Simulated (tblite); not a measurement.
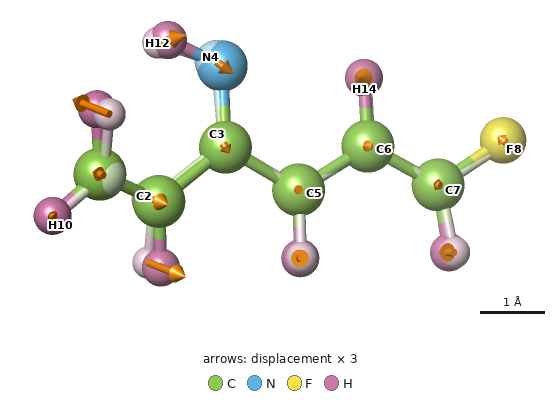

A relaxation of C6H7FN (multiplicity 2). The starting structure is drawn faded, the final one solid; orange arrows show the displacements, magnified 3 times. The two geometries are superimposed by the best rigid fit.

A ball-and-stick model, seen at a tilt.

Method: GFN2-xTB geometry optimisation, gas phase in tblite. 

Which element moves most?

Answer. Hydrogen: up to 0.32 Å, against 0.12 Å for carbon.

What happened in the run?

Answer. The atom that moves furthest after the best rigid fit is an H atom (0.32 Å). Largest moves by element: H 0.32 Å, C 0.12 Å, N 0.11 Å, F 0.06 Å. Among the contacts that change: C–C 1.474 → 1.428 Å, C–C 1.440 → 1.395 Å, C–H 1.097 → 1.076 Å, C–C 1.335 → 1.353 Å. Bond angles that change, for instance: N–C–C 122.6° → 118.6°, C–N–H 110.5° → 114.1°, C–C–C 121.7° → 124.3°. Over 78 geometry steps the energy falls by 0.163 eV.
